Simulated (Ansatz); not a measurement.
AlBH3N (SMILES [BH2-]1[NH][Al+]1)

| atom | x (Å) | y (Å) | z (Å) |
| --- | --- | --- | --- |
| Al | -1.3969 | 0.1623 | -0.4550 |
| B | -0.0690 | 0.7486 | 1.5273 |
| N | 0.1084 | -0.2448 | 0.5758 |
| H | 0.6146 | 0.9990 | 2.4895 |
| H | -1.0777 | 1.4472 | 1.3198 |
| H | 0.8896 | -0.8922 | 0.6156 |

Geometry: r2SCAN-D4/def2-SVP.

Method: isolated molecule in a Gaussian basis; Kohn-Sham density functional theory, functional PBE0 in Ansatz 0.2.0.

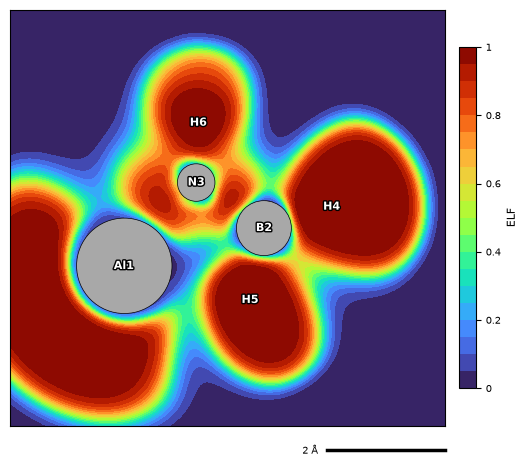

Figure 1. ELF on the molecular plane. Grey discs cover the atomic cores.

Describe what can be read from this map.

The section cuts through Al, B, N and H sites.
B–N (1.39 Å): the ELF peaks at about 0.90 between the atoms (a short, strongly polar bond).
Al–N (1.87 Å): the ELF peaks at about 0.90 in the valence shell of N, 0.7 Å from its nucleus, and is about 0.60 at the midpoint.
Al–B (2.46 Å): the ELF is about 0.25 at the midpoint.
N–H (1.02 Å): the ELF climbs to about 1 towards the hydrogen, as it does in any bond to H; an ordinary covalent bond to hydrogen.
B–H (1.21 Å): the ELF climbs to about 1 towards the hydrogen; an ordinary covalent bond to hydrogen.

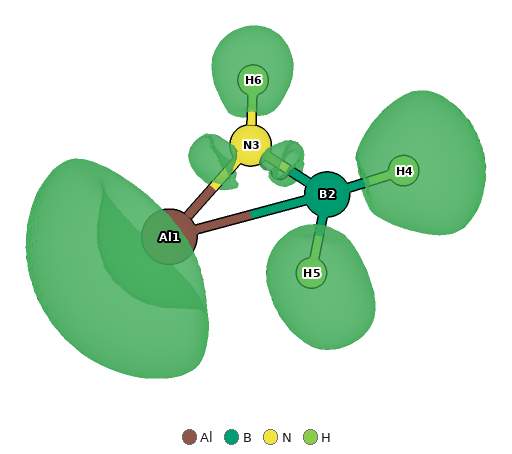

Figure 2. Isosurface of the electron localisation function at 0.85 (green), seen at a tilt. Only the valence region is drawn (cores and ρ < 0.01 e/Å³ removed).

Where are the electrons localised?

At this value the surface marks out one region between bonded B–N atoms (shared pairs), three regions around hydrogen nuclei, one lobe of the valence shell of N pointing towards Al and one lobe on Al, pointing away from the bonds (lone pairs).

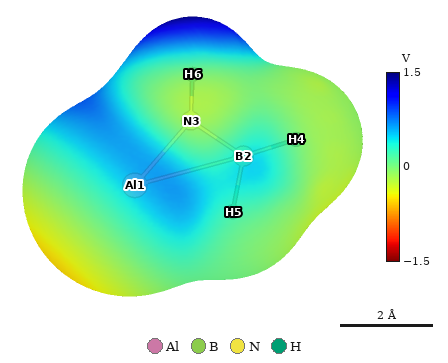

Figure 3. The electrostatic potential painted on the density surface at 0.001 e/bohr³, seen across its widest extent; the colour scale runs from red (negative) to blue (positive).

Which sites attract a positive test charge, and which a negative one?

A positive charge is drawn to the negative regions and a negative charge to the positive ones. The most negative region (about −0.5 V) lies over H5, the most positive (about +1.4 V) over H6.
